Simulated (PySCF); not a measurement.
C₈H₉N (SMILES c1ccc(N2CC2)cc1)

```xyz
18

C    -2.6678    0.0403   -0.1019
C    -2.0875   -0.6892   -1.1263
C    -0.7116   -0.7710   -1.2268
C     0.1031   -0.1246   -0.3025
N     1.4986   -0.2707   -0.4929
C     2.3466   -0.6072    0.6302
C     2.4324    0.7194   -0.0084
C    -0.4855    0.6019    0.7280
C    -1.8633    0.6830    0.8224
H    -3.7428    0.1071   -0.0229
H    -2.7100   -1.1948   -1.8500
H    -0.2436   -1.3341   -2.0191
H     1.8995   -0.6804    1.6164
H     3.1021   -1.3529    0.4224
H     2.0688    1.5880    0.5288
H     3.2476    0.9280   -0.6887
H     0.1234    1.1063    1.4654
H    -2.3100    1.2510    1.6260
```

Geometry: GFN2-xTB.

Level of theory: PBE0/pcSseg-1, SCF density, gas phase, non-relativistic (PySCF 2.14.0).

Question: What can the converged electron density and electron localisation function tell about the bonding?

Answer: C–C (1.38 Å): ρ at the midpoint is about 2.1 e/Å³; the ELF peaks at about 0.95 between the atoms, as expected for localised, covalent bonding.
C–N (1.42 Å): the density is about 2.1 e/Å³ at the midpoint; the ELF peaks at about 0.95 between the atoms; localised, covalent bonding.
C–H (1.08 Å): ρ is about 2 e/Å³ halfway; the ELF climbs to about 1 towards the hydrogen, as it does in any bond to H: an ordinary covalent bond to hydrogen.

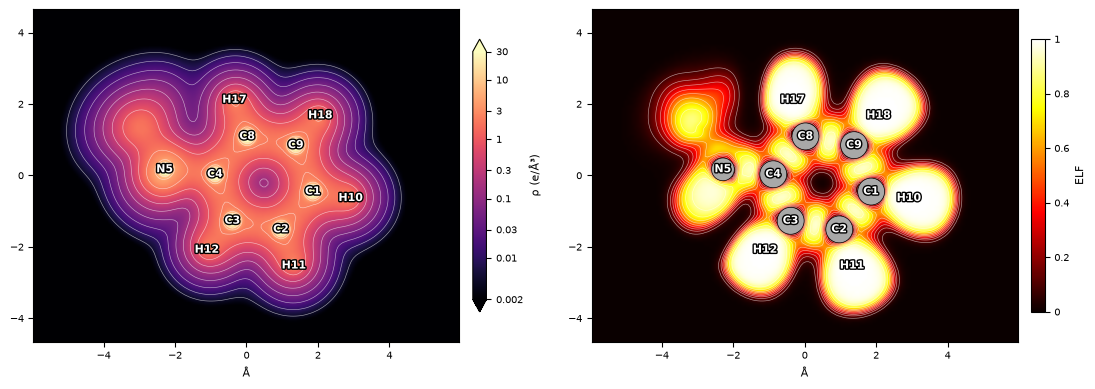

Computed electron density and electron localisation function on the plane of atoms C3, C4 and C8, in this order. Grey discs cover the atomic cores in the ELF map. 
